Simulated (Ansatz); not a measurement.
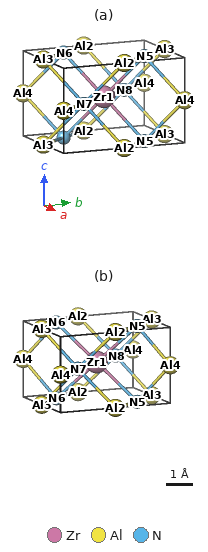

The structure of a crystal of ZrAl$_{3}$N$_{4}$ (a generated structure, set up in Cmmm) (coarse preliminary run) before (top) and after (bottom) a relaxation, at one scale.

Style: ball-and-stick. Shown: the cell of the calculation, slightly off an axis.

Computed with DFT PBE, scalar-relativistic, plane waves, PAW (Ansatz 0.2.0). Set-up: plane-wave cutoff 420 eV; k-point mesh 4 × 4 × 6; occupations gaussian; smearing width 0.1 eV; no spin polarisation; cell and atoms relaxed; force threshold 0.04 eV/Å; at most 70 steps.

Q: What changed between the two?

A: After 6 accepted moves (8 points after the start) the energy has fallen by 549 meV per atom. The largest force component goes from 0.94 to 0.0004 eV/Å. The pressure goes from −33.69 to 0.00 GPa. At 2 points the geometry stayed and the basis and grid were re-selected for the new cell (energy shift of 2.3 meV per atom at most each time). The largest moves relative to the cell, 0.15 Å, are those of N5 and N6. N5 goes along [1 1 0]. Al and Zr stay in place. Cell: a = b 5.776 → 5.216 Å (−9.7 %), c 3.335 → 2.973 Å (−10.9 %), γ 109.5° → 108.8°. Volume −27.0 %. Among the contacts that change: Zr1–Zr1 3.335 → 2.973 Å, Al4–N5 2.358 → 2.020 Å, Al4–N7 2.358 → 2.031 Å, Al2–N5 2.358 → 2.126 Å. Bond angles that change, for instance: Al2–N6–Al3 180.0° → 171.9°, Zr1–N6–Zr1 90.0° → 83.4°, Zr1–N6–Al4 180.0° → 174.3°. The space group stays Cmmm (No. 65).
